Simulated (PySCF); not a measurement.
Vertical excitations of a molecule C₃H₅ClGeO from TDA-PBE/def2-SVPD (PySCF), as energy in eV (oscillator strength): 3.15 (0.005), 3.93 (0.000), 4.18 (0.048), 4.64 (0.017), 4.94 (0.000), 5.49 (0.017), 5.75 (0.010), 5.82 (0.003), 5.86 (0.005), 6.04 (0.004). Lowest triplet (TDA): 2.50 eV. Geometry optimised at B3LYP-D3(BJ)/def2-SVP. One conformer was computed; it need not be the lowest.

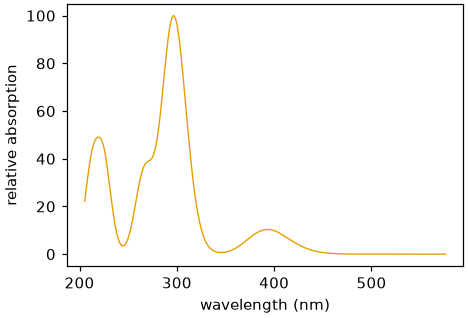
The lines broadened by 0.4 eV.

### Question
Identify the compound among the candidates.
A. O=[C]1C[CH2][Ge@H]1[Cl]
B. [Cl][GeH2][C]1=COC1
C. C[C]1=C[O][Ge@@H]1[Cl]
D. C=[C](Cl)[GeH2][CH]=O

### Answer
D, C=[C](Cl)[GeH2][CH]=O
